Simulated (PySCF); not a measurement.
C₅H₉ClOSi₂

Input file:

```
{"job": {"kind": "nmr", "xc": "PBE0", "basis": "pcSseg-1"}, "charge": 0, "multiplicity": 1}
C      3.184609    -0.223006     0.344393
C      1.739442    -0.227687     0.752182
O      1.359182    -0.679290     1.809055
Si     0.419492     0.517738    -0.448203
Cl     1.418346     1.496623    -1.944884
C     -0.589992    -0.915915    -1.152373
C     -1.866036    -1.009770    -0.790518
C     -2.552868    -0.060763     0.140268
Si    -1.414312     1.401042     0.646755
H      3.501769     0.806426     0.188978
H      3.290166    -0.744136    -0.605084
H      3.808311    -0.693893     1.100932
H     -0.171659    -1.652205    -1.825229
H     -2.485793    -1.817747    -1.165658
H     -3.480332     0.276637    -0.328260
H     -2.862303    -0.623143     1.024412
H     -1.329326     1.497575     2.103895
H     -1.977456     2.657830     0.137681
```

Command:

```sh
OMP_NUM_THREADS=1 python probes_run.py task.json out
```

Geometry: GFN2-xTB.

All numbers below come from PBE0/pcSseg-1, SCF density, gas phase, non-relativistic (PySCF).

> What can the converged electron density and electron localisation function tell about the bonding?

C–C (1.33 Å): ρ at the midpoint is about 2.3 e/Å³; the ELF peaks at about 0.95 between the atoms (a short, multiple covalent bond).
C–Si (1.89 Å): ρ at the midpoint is about 0.93 e/Å³; the ELF peaks at about 0.95 between the atoms (a covalent bond).
Si–Si (2.31 Å): ρ at the midpoint is about 0.66 e/Å³; the ELF peaks at about 1 between the atoms: localised, covalent bonding.
C–H (1.08 Å): ρ at the midpoint is about 2 e/Å³; the ELF climbs to about 1 towards the hydrogen, as it does in any bond to H; a covalent bond by its length.

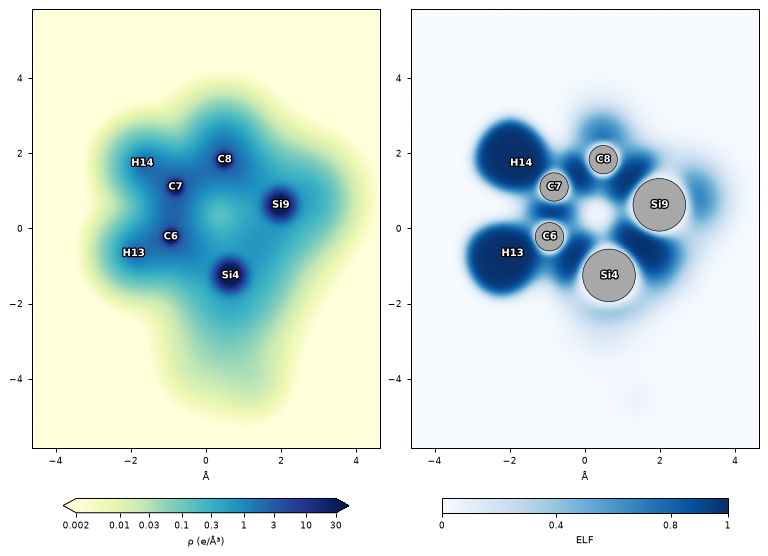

Computed electron density and electron localisation function on the plane of atoms C6, C7 and C8, in this order. Grey discs cover the atomic cores in the ELF map. 
